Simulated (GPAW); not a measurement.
Consider LiCuS2 (C2/m).

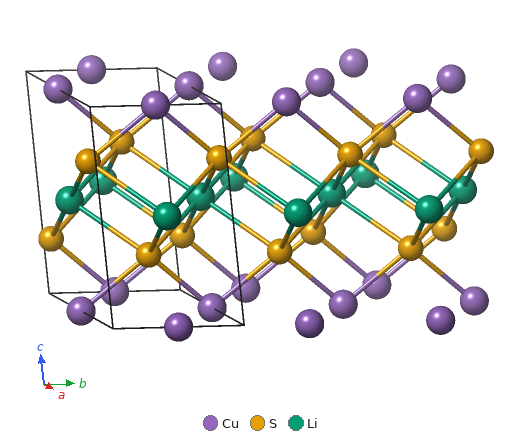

The structure (copper purple, sulfur orange, lithium teal). Bonds to atoms that aren't drawn are left out. 1×3×1 conventional cells are drawn. Some periodic images of atoms are drawn too.

```cif
data_structure
_symmetry_space_group_name_H-M 'P 1'
_symmetry_Int_Tables_number 1
_cell_length_a 4.2276
_cell_length_b 4.2276
_cell_length_c 6.0590
_cell_angle_alpha 115.009
_cell_angle_beta 115.009
_cell_angle_gamma 47.734
_cell_volume 71.06
loop_
_atom_site_label
_atom_site_type_symbol
_atom_site_fract_x
_atom_site_fract_y
_atom_site_fract_z
_atom_site_occupancy
Cu1 Cu 0.50000 0.50000 0.00000 1
S2 S 0.12684 0.12684 0.26566 1
S3 S 0.87316 0.87316 0.73433 1
Li4 Li 0.50000 0.50000 0.50000 1
```

Absorber: atom 2, with 2 Cu at 2.24 Å, 1 Li at 2.56 Å and 2 Li at 2.68 Å (5-fold, site symmetry m). Method: GPAW, LDA, excited-electron core hole (neutral cell), 12-atom cell with 6.1 Å between holes, 4×4×4 k points, dipole transitions, Gaussian full width 0.9 eV up to 4 eV, rising linearly to 3.5 eV at 25 eV.

Predict the near-edge structure at the S K edge.

Main maxima up to 24 eV above the zero (height): 0.6 eV (1.92), 5.5 eV (1.27) and 10.4 eV (1.29). A K edge sees empty p states on the absorber. The total-energy difference is 2472.73 eV. One term is added: -16.82 eV, since the hole is spin-paired here and a spin-polarised one costs that much less in the free atom (computed apart). The photon energy is then 2455.91 eV. The functional leaves an error in such absolute values: in the free atom LDA prices this hole 9.1 eV below PBE (computed apart), and PBE is itself good to a few eV.

The S K spectrum (energy from the lowest empty level; intensity scaled to a mean of 1 over the first 20 eV; polarised curves are means over the symmetry-equivalent atoms):

```
E (eV)  isotropic  ε ∥ x  ε ∥ y  ε ∥ z
  -2.0       0.00   0.00   0.00   0.00
  -0.5       0.22   0.02   0.19   0.44
   1.0       1.44   0.10   1.94   2.28
   2.5       0.02   0.04   0.01   0.01
   4.0       1.00   1.68   0.93   0.40
   5.5       1.27   1.54   1.47   0.80
   7.0       1.10   1.64   1.20   0.48
   8.5       1.22   0.89   1.78   1.00
  10.0       1.28   0.74   1.41   1.70
  11.5       1.23   0.86   1.25   1.57
  13.0       1.18   1.05   0.99   1.50
  14.5       0.92   1.10   0.82   0.85
  16.0       0.83   1.03   0.75   0.72
  17.5       0.83   0.81   0.90   0.76
  19.0       0.88   0.71   1.09   0.85
  20.5       0.94   0.72   1.12   0.97
  22.0       0.96   0.82   1.01   1.05
  23.5       0.93   0.95   0.84   0.99
  25.0       0.95   1.11   0.77   0.98
  26.5       1.01   1.22   0.81   1.00
  28.0       1.00   1.14   0.85   1.01
  29.5       0.95   0.97   0.86   1.03
  31.0       0.92   0.89   0.83   1.02
```

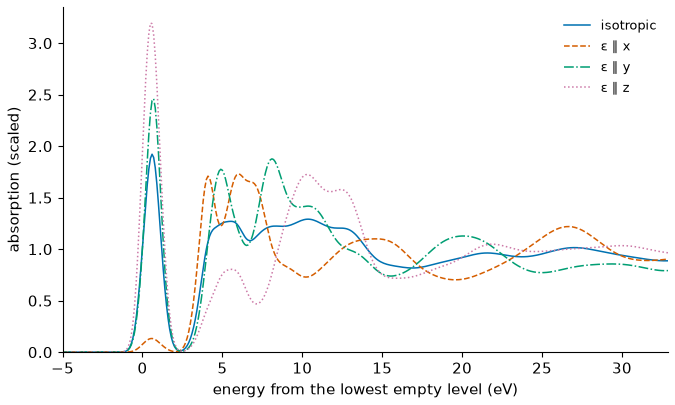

The S K edge.

The unit cell's mesh shows no gap over 0.35 eV. That is right for a metallic compound; for a small-gap or correlated insulator it would be the fault of the functional or of the assumed magnetic order, and the hole would be screened too well. The holes are only 6.1 Å apart, so the shape is probably not converged with cell size; no larger cell was run here. The mesh is coarse (0.29 Å⁻¹ between points), so small maxima may be mesh ripples. The structure is a computed Materials Project entry and may be a hypothetical form.

[Banner, clock and machine lines of the logs are left out without a mark of their own.]

[Logs are printed without paths, hosts, clocks, repeated set-up lines and the standing remarks that a program may print on its own settings, such as how far it seeks lower states.]

[Hosts, paths, dates, database ids (printed as entryN), source tags and the programs' standing remarks are cut or masked in the printed files.]

[Lists of maxima count a maximum above −3 eV only where it reaches 4 % of the highest in the window and stands out from its surroundings by 2 % of it (1.5 % where it reaches 55 %); shoulders and weaker maxima are passed over, and of the rest the first, up to two pre-edge ones and the few strongest are named.]
